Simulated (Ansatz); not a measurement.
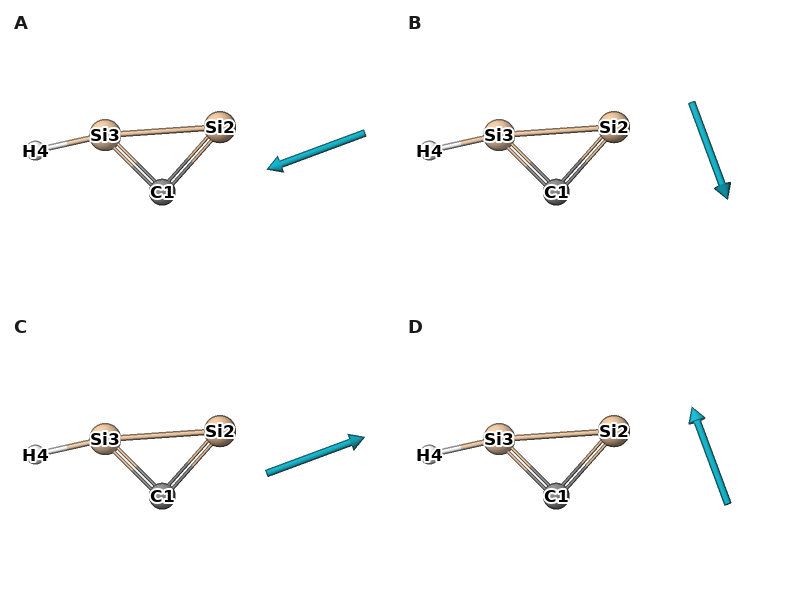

The same molecule four times, each with an arrow. Charge 0, doublet. Geometry: atoms displaced at random (about 0.09 Å) from a stationary point of PBE0-D4. Level of theory: UKS r2SCAN-D4/def2-TZVPP (Ansatz 0.2.0).

### Which arrow points along the dipole moment, from the negative to the positive end?

D. The dipole moment is 1.30 D; it points from the side of C1 to the side of H4 (the outermost atoms at the two ends).
